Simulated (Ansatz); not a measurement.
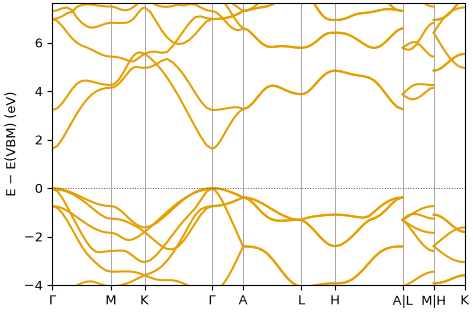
Figure: Band structure from DFT-r²SCAN in the program Ansatz with PAW potentials

**Question.** Read off the gap and where the band edges lie.

**Answer.** About 1.6 eV (1.63 eV by a search for the band edges); maximum at Γ, minimum at Γ.

**Question.** Which compound is it?
A) InP, wurtzite
B) CdS, wurtzite
C) CdTe, wurtzite
D) MgSe, wurtzite

**Answer.** B, CdS, wurtzite

Space group P6_3mc (wurtzite). The r²SCAN relaxation kept the symmetry of its start. Spin–orbit coupling is left out wherever it is not named.

Potentials: the earlier of the program's two PAW sets. The files were generated under PBE; for other functionals the program regenerates the frozen cores, and for LDA and PBEsol the local potential too.
